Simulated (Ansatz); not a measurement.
Base system: Te (space group P3_121, No. 152; a = 4.6241 Å, c = 5.9034 Å; made of chains).

Modification: full substitution Te → Se; the structure is relaxed again.

All numbers come from r2SCAN in Ansatz (plane waves to 500 eV, PAW, scalar-relativistic without spin-orbit coupling).

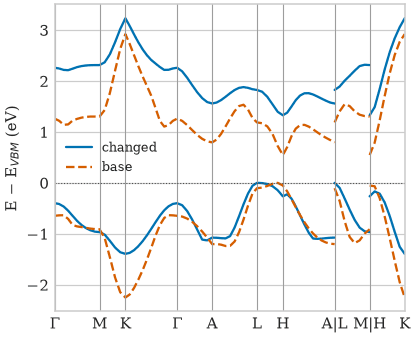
Figure. Highest valence and lowest conduction band along the path, each from its own valence-band maximum

From the figure, how large is the changed gap, and is it direct?

About 1.3 eV, indirect, L → H.

With Te present, leaving out spin-orbit coupling can change the band edges. Stability against distortions was not tested. No dispersion term is included, though the crystal is made of layers, chains or molecules, so its spacings can come out too wide.

Ansatz is a quantum-chemistry and plane-wave program.
